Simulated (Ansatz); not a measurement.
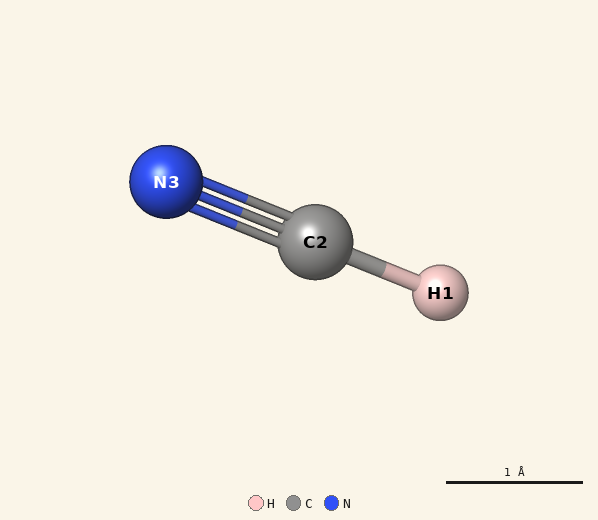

Source: calculation with Ansatz.

Orthographic view. Distant atoms are faded towards the background colour. Geometry: a fixed input geometry, not necessarily a minimum.

Write a Z-matrix (Å, degrees) in the order of the atom numbers, with these reference atoms: 2 to 1; 3 to 2, 1.

```
H  
C    1   1.065
N    2   1.268   1   180.0
```
